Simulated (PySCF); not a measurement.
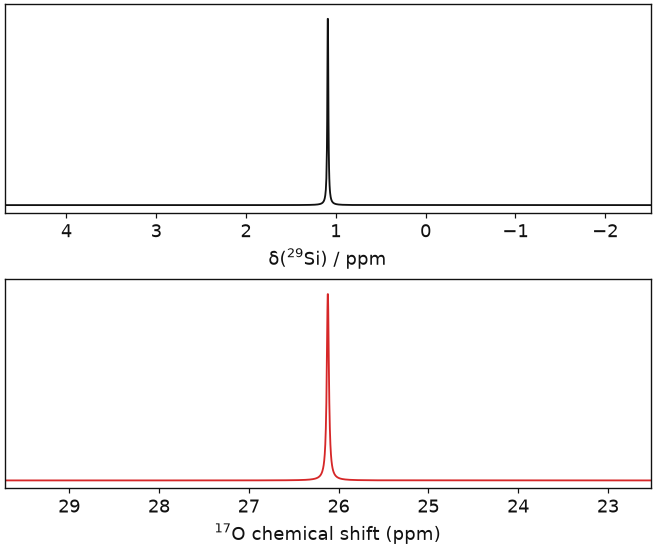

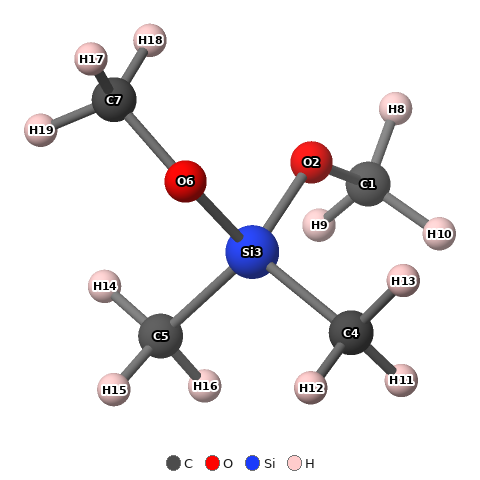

Spectrum and numbered structure of C₄H₁₂O₂Si, SMILES CO[Si](C)(C)OC. GIAO shifts, B97-2/pcSseg-1, PySCF, at a PBE0-D3(BJ)/def2-SVP geometry (no frequency check), against TMS for ²⁹Si and H₂O for ¹⁷O computed at the same level (¹⁷O: a single water molecule, while the usual scale starts at liquid water and gives values some tens of ppm lower). Gas phase, fully decoupled, line heights follow the number of nuclei, widths are arbitrary (no quadrupolar broadening); values of one conformer, averaged over nuclei that symmetry or rotation about single bonds exchange, these motions taken as fast; other conformers aren't averaged in.

Where does the ²⁹Si line lie?

Answer. At 1.1 ppm (Si3).

Where does the ¹⁷O line lie?

Answer. At 26.1 ppm (O2 and O6).
